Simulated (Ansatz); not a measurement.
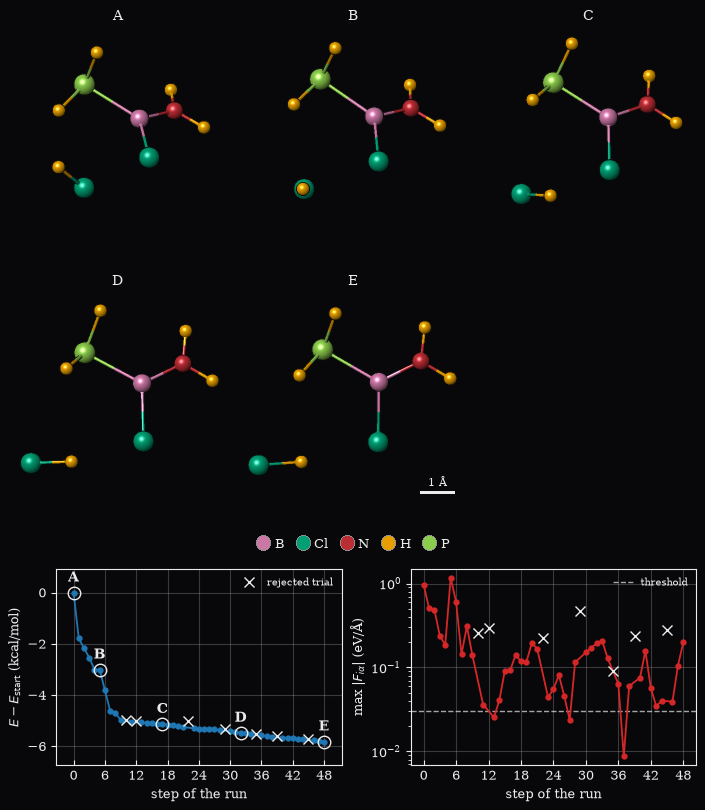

Frames of a relaxation of BPNH₅Cl₂, marked on the history of the run. A ball-and-stick model, seen at a tilt.

The run prepares an end point of a later path (reaction) calculation, from a guessed geometry.

Computed with RKS PBE0-D4/def2-SVP (Ansatz). Set-up: no spin polarisation; force threshold 0.03 eV/Å; at most 50 steps.

Q: What happens along the run?

A: The relaxation stopped without meeting its thresholds, so the last structure isn't shown to be converged. After 41 accepted moves (48 points after the start) the energy has fallen by 5.81 kcal/mol. The largest force component goes from 0.97 to 0.2 eV/Å. The line search rejected the trial steps at points 10, 12, 22, 29, 35, 39, 45 of the run. The forces were under the threshold at step 13, but the run went on from there. A Cl atom moves most after the best rigid fit: 2.35 Å. Largest moves by element: Cl 2.35 Å, H 1.68 Å, N 0.72 Å, B 0.52 Å, P 0.46 Å. Some distances before and after: Cl–H 1.329 → 1.303 Å, B–Cl 1.783 → 1.797 Å. Bond angles that change, for instance: N–B–P 119.5° → 123.8°, H–P–H 92.1° → 95.9°, Cl–B–P 122.3° → 118.7°. Groups turn about B–P by about 65°. From step 0 to 5: an H atom moves most (0.74 Å), energy −3.01 kcal/mol. From step 5 to 17: a Cl atom moves most (0.59 Å), energy −2.12 kcal/mol. From step 17 to 32: a Cl atom moves most (0.78 Å), energy −0.34 kcal/mol. From step 32 to 48: Cl atoms move most (0.88 Å), energy −0.34 kcal/mol.

Limits of the set-up: the start holds two separate molecules, 2.2 Å apart at their closest, whose relative position is a soft coordinate.
